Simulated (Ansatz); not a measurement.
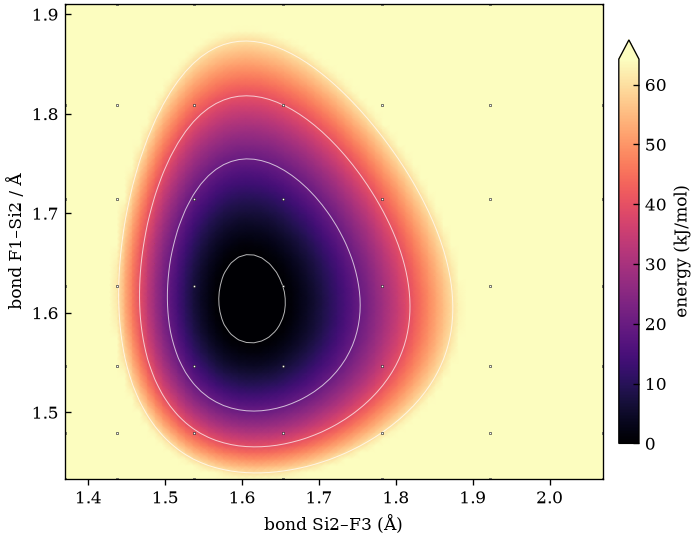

F2HSi, SMILES F[SiH]F, spin multiplicity 2. Two internal coordinates are moved rigidly from the geometry relaxed at PBE0-D4/def2-TZVP, all others fixed. Coordinates scanned: (1) bond Si2–F3; (2) bond F1–Si2. The scan uses a 7 × 7 grid. Points are written as (first, second). Energies: kJ/mol, counted from the lowest grid point. Computed with UKS PBE-D4/def2-TZVPP (Ansatz 0.2.0).

In the figure: a smooth colour map with a few white contour lines, dots at the grid points, one colour for all values above the top of the scale. Between grid points the surface is interpolated.

Estimate the position of the minimum and the force constants in these coordinates.

Answer. The interpolated minimum is at bond Si2–F3 ≈ 1.612 Å, bond F1–Si2 ≈ 1.612 Å. The curvatures there are about 31 eV/Å² and 30 eV/Å², with a cross term of about 1 eV/Å². Round the minimum the contours are nearly round: the two directions are equally stiff and uncoupled. (1 eV is 96.5 kJ/mol.)
